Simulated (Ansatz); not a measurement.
## Molecular dynamics of CH7NO2Si (part 2 of 2)

CH7NO2Si; UKS revPBE/def2-SVP (Ansatz 0.2.0). The geometry comes from this level: PBE0-D4/def2-TZVP.

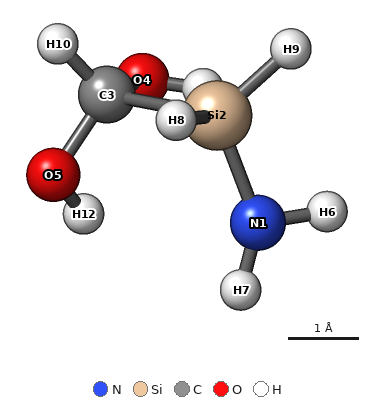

*The geometry at step 21 of the log (ball-and-stick view, seen at a tilt; atoms are numbered from 1 in the order of the input).*

Trajectory as extended XYZ, continued:
```
12
Properties=species:S:1:pos:R:3:forces:R:3 step=12 time_fs=24.0 energy=-14600.41780 temperature=661.5
N    -1.5775   -0.4773   -0.6810    0.1797  -1.0727   0.2698
Si   -0.6219   -0.4120    0.8492   -1.5031   0.2107   0.1656
C     1.0603    0.3875    0.3857    0.0676   1.4756  -0.7427
O     1.7380   -0.3534   -0.5938    4.4213   2.2502   4.5655
O     0.6784    1.7632   -0.0569   -0.5989  -0.3795   0.2991
H    -2.0800   -1.4009   -0.9275    0.8300   2.1322   0.3003
H    -1.8434    0.3905   -1.1896   -0.1428  -0.8809   0.3294
H    -1.4702    0.4283    2.0614    1.2347  -1.1681  -1.3032
H    -0.2924   -1.9008    1.0282   -0.3976   0.3857   0.4544
H     1.8461    0.7044    1.0652    0.3277  -0.8152   1.2988
H     1.1891   -0.6320   -1.2183   -4.6088  -2.2553  -4.7231
H     0.8836    1.7828   -0.9932    0.1902   0.1173  -0.9139
12
Properties=species:S:1:pos:R:3:forces:R:3 step=13 time_fs=26.0 energy=-14600.86624 temperature=904.4
N    -1.5849   -0.4502   -0.6726    1.9516  -0.1719   1.8583
Si   -0.6320   -0.4169    0.8600   -1.0493   1.7338  -0.7728
C     1.0680    0.4024    0.3902    1.0012   1.2592   0.5776
O     1.7474   -0.3475   -0.5707   -0.8928  -1.3277  -2.3393
O     0.6849    1.7587   -0.0637   -0.3041  -0.3544   0.2158
H    -2.0095   -1.3381   -0.8647   -0.6268  -0.3614  -0.6104
H    -1.8328    0.3749   -1.1817   -0.5624   0.4668  -0.5105
H    -1.4336    0.3923    1.9645    0.7674  -0.7397  -0.5023
H    -0.3742   -1.8349    1.0198   -0.0452  -1.0572   0.6498
H     1.9282    0.6465    1.1439   -1.4117  -0.7606  -0.3745
H     1.1297   -0.8000   -1.3008    1.0096   1.3754   2.1737
H     0.8579    1.7873   -1.0164    0.1626  -0.0623  -0.3655
12
Properties=species:S:1:pos:R:3:forces:R:3 step=14 time_fs=28.0 energy=-14600.34517 temperature=685.7
N    -1.5866   -0.4216   -0.6564    2.8633   2.2965   2.1420
Si   -0.6446   -0.4186    0.8697    0.4585   1.8130  -2.5341
C     1.0802    0.4215    0.3942    0.7191   0.1907   1.0084
O     1.7576   -0.3441   -0.5547   -1.3860  -2.2476  -3.1743
O     0.6893    1.7509   -0.0689    0.0588  -0.0824  -0.7057
H    -1.9604   -1.2788   -0.8232   -1.8519  -3.1871  -1.2888
H    -1.8485    0.3692   -1.2089   -0.4372   0.5168  -0.4272
H    -1.3807    0.3193    1.8477   -0.5160   0.6085   1.4017
H    -0.4464   -1.8053    1.0408    0.1338  -1.9264   0.6919
H     1.9506    0.5757    1.2034   -1.7514  -0.2068  -0.9698
H     1.1179   -0.9243   -1.2958    1.6529   2.4483   2.9973
H     0.8250    1.7825   -1.0542    0.0561  -0.2235   0.8585
12
Properties=species:S:1:pos:R:3:forces:R:3 step=15 time_fs=30.0 energy=-14600.50898 temperature=798.1
N    -1.5822   -0.3880   -0.6328    0.0266  -1.3007  -0.2864
Si   -0.6558   -0.4214    0.8790    2.3985  -0.2407  -4.1002
C     1.0987    0.4425    0.3977   -0.4832  -1.1292   0.8320
O     1.7665   -0.3442   -0.5495   -0.6851  -1.7913  -2.3210
O     0.6909    1.7422   -0.0740    0.2254   0.2168  -0.1588
H    -1.9787   -1.3354   -0.8382    0.1508   1.1639  -0.2723
H    -1.8957    0.3743   -1.2584    0.1636  -0.4992   0.6090
H    -1.3495    0.2681    1.7786   -1.9708   2.1261   3.4438
H    -0.4986   -1.8542    1.0914    0.0343  -0.9100   0.4340
H     1.9023    0.5041    1.2275   -1.0218   0.5210  -0.6267
H     1.1674   -0.9650   -1.1777    1.0098   2.1273   1.9922
H     0.7799    1.7700   -1.0545    0.1522  -0.2840   0.4545
12
Properties=species:S:1:pos:R:3:forces:R:3 step=16 time_fs=32.0 energy=-14600.50129 temperature=703.7
N    -1.5835   -0.3613   -0.6078   -1.2377  -2.7309  -1.6965
Si   -0.6638   -0.4302    0.8823    1.7945  -0.4455  -2.2495
C     1.1171    0.4613    0.4007   -2.4160  -2.2333  -0.5763
O     1.7751   -0.3480   -0.5494    3.4451   3.0837   1.7710
O     0.6918    1.7345   -0.0746    0.4561   0.4640   0.7782
H    -1.9818   -1.3539   -0.8699    0.8195   2.4763   0.3589
H    -1.9384    0.3550   -1.2836    0.5085  -0.5424   1.0680
H    -1.3885    0.2902    1.8259   -0.9625   1.1644   2.1603
H    -0.5357   -1.9434    1.1622   -0.0930   0.5371   0.0386
H     1.8081    0.4461    1.2272    0.7088   1.1043   0.9557
H     1.2523   -0.9266   -1.0019   -3.1975  -2.5791  -2.1778
H     0.7315    1.7482   -1.0394    0.1740  -0.2985  -0.4305
12
Properties=species:S:1:pos:R:3:forces:R:3 step=17 time_fs=34.0 energy=-14600.65298 temperature=771.3
N    -1.5910   -0.3408   -0.5865   -0.7683  -2.5605  -1.3232
Si   -0.6706   -0.4437    0.8790    0.5219   0.6471   0.5139
C     1.1295    0.4736    0.3984   -3.0268  -2.7123  -0.6007
O     1.7920   -0.3440   -0.5436    1.5977   1.3554   0.2088
O     0.6939    1.7280   -0.0688    0.6490   0.6673   0.4357
H    -1.9411   -1.2921   -0.8801    0.3422   1.0185   0.2657
H    -1.9725    0.3076   -1.2739    0.2878   0.5680   0.4927
H    -1.4649    0.3488    1.9430    0.5741  -0.3608  -0.0027
H    -0.5732   -2.0039    1.2431   -0.1282   1.2005  -0.3364
H     1.7431    0.4243    1.2650    1.1826   1.2319   1.3192
H     1.2156   -0.9828   -0.9325   -1.3112  -0.8218  -0.7231
H     0.6944    1.7060   -1.0384    0.0792  -0.2332  -0.2499
12
Properties=species:S:1:pos:R:3:forces:R:3 step=18 time_fs=36.0 energy=-14600.22000 temperature=571.4
N    -1.5996   -0.3253   -0.5691    0.3841  -0.2732  -0.1207
Si   -0.6758   -0.4574    0.8744    0.0642   1.4441   2.1272
C     1.1334    0.4794    0.3926   -1.7718  -2.8984   2.0297
O     1.8141   -0.3380   -0.5378   -1.4993  -1.6800  -1.2770
O     0.6996    1.7212   -0.0636    0.6733   0.7451  -0.3849
H    -1.8817   -1.2122   -0.8698   -0.7318  -2.2819  -0.6850
H    -1.9939    0.2855   -1.2544   -0.0138   1.4049  -0.0589
H    -1.5229    0.4016    2.0527    1.2156  -1.0058  -1.0590
H    -0.6233   -2.0156    1.3204   -0.0757   1.2791  -0.6186
H     1.7220    0.4600    1.3685   -0.0230   1.0118  -0.9203
H     1.1378   -1.0735   -0.8987    1.8056   2.2711   0.8340
H     0.6760    1.6469   -1.0400   -0.0274  -0.0166   0.1333
12
Properties=species:S:1:pos:R:3:forces:R:3 step=19 time_fs=38.0 energy=-14600.01949 temperature=479.1
N    -1.6067   -0.3117   -0.5528   -0.4118  -0.6274  -1.2052
Si   -0.6797   -0.4690    0.8720    0.0527   2.0926   2.8737
C     1.1325    0.4784    0.3918   -1.1496  -2.5493   3.5032
O     1.8332   -0.3363   -0.5343   -1.8865  -1.6912  -0.8931
O     0.7097    1.7137   -0.0612    0.5883   0.7420  -0.7692
H    -1.8400   -1.2289   -0.8709   -0.5111  -1.2119  -0.5500
H    -2.0088    0.3196   -1.2460    0.3162   0.6124   0.5873
H    -1.5366    0.4242    2.1206    1.3755  -1.1441  -1.4255
H    -0.6795   -1.9759    1.3805    0.0139   0.8882  -0.7111
H     1.6976    0.5552    1.4405   -0.4026   0.3429  -2.0434
H     1.1321   -1.0845   -0.8412    2.1750   2.3358   0.6681
H     0.6657    1.5874   -1.0306   -0.1600   0.2100  -0.0348
12
Properties=species:S:1:pos:R:3:forces:R:3 step=20 time_fs=40.0 energy=-14600.24567 temperature=560.3
N    -1.6157   -0.3020   -0.5385   -1.1475  -2.3083  -2.2969
Si   -0.6832   -0.4805    0.8716    0.1620   2.9552   2.8953
C     1.1282    0.4705    0.4019   -1.0146  -1.7753   3.3821
O     1.8467   -0.3386   -0.5324    0.2629   1.0225   0.5179
O     0.7207    1.7088   -0.0596    0.4428   0.6150  -0.5880
H    -1.8125   -1.2855   -0.8742   -0.1347   1.2081  -0.0108
H    -2.0246    0.3625   -1.2207    0.5113  -0.1210   0.9422
H    -1.5062    0.4025    2.1294    1.3364  -1.0234  -1.4328
H    -0.7272   -1.8994    1.4131    0.0818  -0.0646  -0.5281
H     1.6583    0.6770    1.4347   -0.0960  -0.4869  -1.7268
H     1.2072   -1.0226   -0.7674   -0.0605  -0.3468  -0.4028
H     0.6531    1.5349   -1.0076   -0.3438   0.3255  -0.7513
12
Properties=species:S:1:pos:R:3:forces:R:3 step=21 time_fs=42.0 energy=-14600.22766 temperature=647.6
N    -1.6281   -0.2981   -0.5278   -0.5302  -3.3380  -1.3364
Si   -0.6876   -0.4894    0.8747    0.4835   3.8153   2.1188
C     1.1219    0.4552    0.4259   -1.4705  -1.1292   1.3930
O     1.8599   -0.3386   -0.5289    3.1657   4.7328   1.9395
O     0.7327    1.7081   -0.0572    0.0970   0.1350  -1.3364
H    -1.7981   -1.2864   -0.8827   -0.1678   1.4893  -0.0132
H    -2.0191    0.3767   -1.1595   -0.0835   0.7069  -0.0503
H    -1.4317    0.3374    2.0805    1.0116  -0.5807  -0.9911
H    -0.7672   -1.8295    1.4094    0.1107  -1.3885  -0.1163
H     1.6085    0.7783    1.3682    0.8895  -0.8992   0.0796
H     1.2838   -0.9959   -0.7049   -3.1227  -4.0612  -1.3836
H     0.6260    1.4888   -1.0036   -0.3832   0.5173  -0.3035
12
Properties=species:S:1:pos:R:3:forces:R:3 step=22 time_fs=44.0 energy=-14600.34807 temperature=738.7
N    -1.6429   -0.3026   -0.5200    0.3745  -2.7468   0.1382
Si   -0.6923   -0.4930    0.8826    1.3677   3.1563   0.4716
C     1.1117    0.4367    0.4572   -2.1725  -1.2000  -1.2553
O     1.8813   -0.3280   -0.5201   -1.8528  -1.2427   0.6646
O     0.7463    1.7064   -0.0572   -0.4195  -0.3329  -2.1853
H    -1.7942   -1.2373   -0.8998   -0.4241   0.0693  -0.5603
H    -2.0152    0.4002   -1.0880   -0.6269   1.6766  -0.8936
H    -1.3233    0.2476    1.9910   -0.0009   0.5878   0.5755
H    -0.8058   -1.8169    1.3917    0.1695  -1.9093   0.0205
H     1.5877    0.8333    1.3029    1.9743  -0.5467   2.2474
H     1.2455   -1.1305   -0.6965    1.7978   1.8320   0.1449
H     0.5810    1.4626   -1.0126   -0.1872   0.6563   0.6321
12
Properties=species:S:1:pos:R:3:forces:R:3 step=23 time_fs=46.0 energy=-14600.13259 temperature=612.1
N    -1.6599   -0.3142   -0.5134   -0.0760   0.8570  -0.1247
Si   -0.6958   -0.4932    0.8937    2.6382   0.0571  -2.3803
C     1.0951    0.4192    0.4855   -0.6075  -0.1175  -0.8445
O     1.8960   -0.3233   -0.5114   -2.6426  -2.2289   0.7246
O     0.7571    1.7018   -0.0655   -0.6333  -0.5731  -1.4959
H    -1.8104   -1.1922   -0.9313   -0.6677  -1.3942  -1.2808
H    -2.0379    0.4827   -1.0373    0.2359  -0.2269   0.3541
H    -1.2223    0.1780    1.9069   -1.6441   2.5951   3.5656
H    -0.8395   -1.8735    1.3752    0.3322  -0.9707  -0.2568
H     1.6442    0.8667    1.3223    0.8448  -1.1845   0.8959
H     1.2698   -1.1867   -0.6878    2.2956   2.7317   0.3478
H     0.5222    1.4576   -1.0010   -0.0754   0.4550   0.4950
12
Properties=species:S:1:pos:R:3:forces:R:3 step=24 time_fs=48.0 energy=-14600.57751 temperature=909.0
N    -1.6791   -0.3200   -0.5081   -0.5782   0.4186  -1.0074
Si   -0.6962   -0.4921    0.9041    1.8187  -1.0413  -1.9937
C     1.0782    0.4057    0.5136    1.4085   0.9547  -0.4291
O     1.9046   -0.3246   -0.5019   -1.1562   0.1696   1.4747
O     0.7651    1.6940   -0.0814   -0.3659  -0.6145   0.3239
H    -1.8584   -1.1954   -1.0130   -0.2188   0.4401  -0.1941
H    -2.0569    0.5507   -0.9702    0.5578  -1.2499   0.6724
H    -1.1786    0.2036    1.9527   -1.3460   2.0859   2.9394
H    -0.8573   -1.9582    1.3369    0.4790   0.2520  -0.4185
H     1.7359    0.8579    1.3853   -0.8219  -1.6678  -0.8485
H     1.3681   -1.1316   -0.6732    0.4510   0.2443  -0.1006
H     0.4573    1.4589   -0.9721   -0.2280   0.0083  -0.4185
12
Properties=species:S:1:pos:R:3:forces:R:3 step=25 time_fs=50.0 energy=-14600.49179 temperature=990.7
N    -1.7013   -0.3248   -0.5045   -0.3487  -1.1186  -1.0248
Si   -0.6966   -0.4907    0.9126    0.2030  -0.0148   0.6398
C     1.0659    0.3996    0.5454    2.2509   0.9524  -1.2836
O     1.9117   -0.3267   -0.4903    2.2894   6.0948   3.0806
O     0.7720    1.6814   -0.0989   -0.0638  -0.5236   1.5683
H    -1.9166   -1.1877   -1.1016    0.2530   1.7011   0.9756
H    -2.0652    0.5672   -0.8766    0.1432  -0.5567   0.0943
H    -1.1732    0.3107    2.1176   -0.0988  -0.1566  -0.2598
H    -0.8461   -2.0247    1.2720    0.5144   0.9776  -0.3099
H     1.7972    0.7899    1.4240   -1.5657  -1.2897  -1.3277
H     1.4733   -1.0653   -0.6684   -3.2565  -5.7292  -1.4206
H     0.3912    1.4600   -0.9539   -0.3205  -0.3366  -0.7323
12
Properties=species:S:1:pos:R:3:forces:R:3 step=26 time_fs=52.0 energy=-14600.53542 temperature=1067.2
N    -1.7238   -0.3357   -0.5076    0.6274  -1.5777   0.2719
Si   -0.7013   -0.4890    0.9238   -0.1919   0.5529   1.2817
C     1.0611    0.3992    0.5731    1.5047   0.2047  -2.6025
O     1.9254   -0.3136   -0.4720   -1.9999  -1.9449   0.9176
O     0.7789    1.6686   -0.1116   -0.3480  -0.5270   1.2152
H    -1.9724   -1.1326   -1.1487    0.2577   1.0638   0.8850
H    -2.0815    0.5560   -0.7698   -0.5722   0.9345  -0.5685
H    -1.1578    0.4195    2.2730    0.1915  -1.2004  -1.6565
H    -0.8047   -2.0430    1.1863    0.4414   1.0239  -0.0145
H     1.7991    0.6732    1.4215   -1.2313  -0.3288  -0.7026
H     1.4515   -1.2090   -0.7129    1.0925   2.1029   0.6263
H     0.3156    1.4556   -0.9545    0.2280  -0.3039   0.3470
12
Properties=species:S:1:pos:R:3:forces:R:3 step=27 time_fs=54.0 energy=-14599.96631 temperature=748.1
N    -1.7385   -0.3540   -0.5128    1.0872   2.4214   2.2915
Si   -0.7085   -0.4859    0.9362    0.0085   1.1069   0.8335
C     1.0615    0.4002    0.5903   -0.7575  -0.7900  -5.0215
O     1.9360   -0.3005   -0.4502   -2.4052  -3.5828   0.2466
O     0.7876    1.6573   -0.1195   -0.5670  -0.4227   1.0384
H    -2.0239   -1.0376   -1.1578   -0.5026  -1.4164  -0.9729
H    -2.1342    0.5763   -0.6791   -0.1375  -0.2032  -0.3197
H    -1.1205    0.4905    2.3646    0.0901  -1.5422  -2.0215
H    -0.7374   -2.0053    1.0924    0.3221   0.3502   0.3733
H     1.7453    0.5418    1.3909    0.6108   0.8392   1.4938
H     1.4688   -1.2684   -0.7237    1.5967   3.4779   1.0701
H     0.2623    1.4396   -0.9451    0.6544  -0.2383   0.9883
12
Properties=species:S:1:pos:R:3:forces:R:3 step=28 time_fs=56.0 energy=-14599.99937 temperature=711.0
N    -1.7429   -0.3658   -0.5110    0.5785   3.8403   2.3855
Si   -0.7146   -0.4808    0.9467    0.2639   1.8876   0.2980
C     1.0568    0.3984    0.5901   -1.2762  -1.0503  -5.3608
O     1.9385   -0.2938   -0.4271   -1.2301  -1.8123   0.5183
O     0.7936    1.6447   -0.1261    0.1155   0.0228   2.1984
H    -2.0907   -0.9837   -1.1866   -0.5657  -1.6584  -1.0197
H    -2.1962    0.5817   -0.6070    0.3759  -1.0838  -0.2137
H    -1.0779    0.5070    2.3899   -0.0648  -1.6161  -2.0246
H    -0.6608   -1.9416    1.0068    0.2718  -0.8127   0.6902
H     1.7124    0.4508    1.4040    1.0449   1.2253   2.0834
H     1.5441   -1.1933   -0.6883    0.5090   1.4750   0.5339
H     0.2508    1.4083   -0.8983   -0.0227  -0.4175  -0.0889
12
Properties=species:S:1:pos:R:3:forces:R:3 step=29 time_fs=58.0 energy=-14599.62042 temperature=654.7
N    -1.7423   -0.3630   -0.5014   -0.8235   1.0787  -0.2631
Si   -0.7187   -0.4726    0.9562    0.5259   1.7589  -0.1557
C     1.0458    0.3942    0.5718    0.8796  -1.1804  -2.1294
O     1.9361   -0.2932   -0.4013    2.9297   8.4918   3.3107
O     0.7973    1.6319   -0.1288    0.7335   0.4718   2.9672
H    -2.1774   -0.9928   -1.2389    0.9322   0.4292   1.5912
H    -2.2425    0.5405   -0.5528    0.0834  -0.2197  -0.2573
H    -1.0427    0.4623    2.3506   -0.2246  -1.4443  -1.7248
H    -0.5936   -1.9122    0.9426    0.2724  -1.2339   0.8237
H     1.7232    0.3938    1.4894   -0.8688   1.2643  -0.4384
H     1.6495   -1.0561   -0.6294   -3.6068  -8.9328  -2.5115
H     0.2368    1.3583   -0.8436   -0.8331  -0.4837  -1.2126
12
Properties=species:S:1:pos:R:3:forces:R:3 step=30 time_fs=60.0 energy=-14600.09896 temperature=957.8
N    -1.7446   -0.3519   -0.4878   -1.0632  -0.2307  -1.0537
Si   -0.7245   -0.4624    0.9651    1.1778   0.0942  -1.2532
C     1.0379    0.3887    0.5480    1.1298  -1.4377   0.1824
O     1.9399   -0.2718   -0.3694   -0.8244  -3.9378  -1.0885
O     0.8026    1.6210   -0.1228   -0.6196   0.1820   1.1097
H    -2.2276   -0.9890   -1.2295    1.4676   0.7374   2.1215
H    -2.2987    0.4918   -0.5158   -0.3884   0.8148  -0.1522
H    -1.0213    0.3573    2.2494   -0.5825  -0.6712  -0.5479
H    -0.5339   -1.9361    0.9069    0.1366  -0.4536   0.8358
H     1.7005    0.3705    1.5447   -1.3644   1.2890  -1.3650
H     1.6291   -1.2637   -0.6714    0.6976   3.2310   1.2060
H     0.1887    1.2992   -0.8260    0.2330   0.3825   0.0051
```

The run was set up as follows.

The input:
```yaml
crystal:
  periodic: [false, false, false]
  atoms:
    - {symbol: N, position_ang: [-1.392725, -0.672937, -0.709366]}
    - {symbol: Si, position_ang: [-0.585995, -0.446749, 0.804343]}
    - {symbol: C, position_ang: [1.042954, 0.398268, 0.297352]}
    - {symbol: O, position_ang: [1.580140, -0.272183, -0.811691]}
    - {symbol: O, position_ang: [0.704515, 1.735863, -0.008582]}
    - {symbol: H, position_ang: [-1.942174, -1.504386, -0.855079]}
    - {symbol: H, position_ang: [-1.830876, 0.122683, -1.148295]}
    - {symbol: H, position_ang: [-1.322429, 0.374822, 1.803247]}
    - {symbol: H, position_ang: [-0.323010, -1.800187, 1.356882]}
    - {symbol: H, position_ang: [1.825056, 0.364308, 1.065515]}
    - {symbol: H, position_ang: [0.834136, -0.512713, -1.380905]}
    - {symbol: H, position_ang: [1.487308, 2.158212, -0.379419]}
basis:
  gaussian: {orbitals: def2-SVP}
magnetization: {spin_polarized: true, initial_magnetization: 0}
hamiltonian: {xc: {name: revPBE}}
md: {timestep: 2 fs, n_steps: 30, ensemble: nvt_langevin, temperature: 1000, initial_velocities: maxwell_boltzmann, friction: 0.01, seed: 38}
```

Launch command:
```bash
ansatz run in.yaml --threads 4 --pin off --events-out ev --progress --plain --max-ram 10444MiB
```

Key numbers:

- outcome: finished
- mean temperature over the second half: 745 K
- trajectory: 30 steps, 60 fs
- ensemble: nvt_langevin
- temperature in the input: 1000 K
- time step: 2 fs
- potential energy (last step): −14600.0990 eV
- SCF solution under orbital rotations (last step): stable
- largest force (length of the vector) (last step): 4.168 eV/Å
- dipole moment (last step): 4.07 D
- hardware: 4 threads of Arm Neoverse V2, 23 GiB of memory available, shared host
- wall time: 52 s (CPU time 3.2 min)
- peak memory: 0.46 GiB

Notes:

So short a trajectory is not equilibrated. The logged temperature at the start can lie below the typed one, since it is counted over all degrees of freedom.
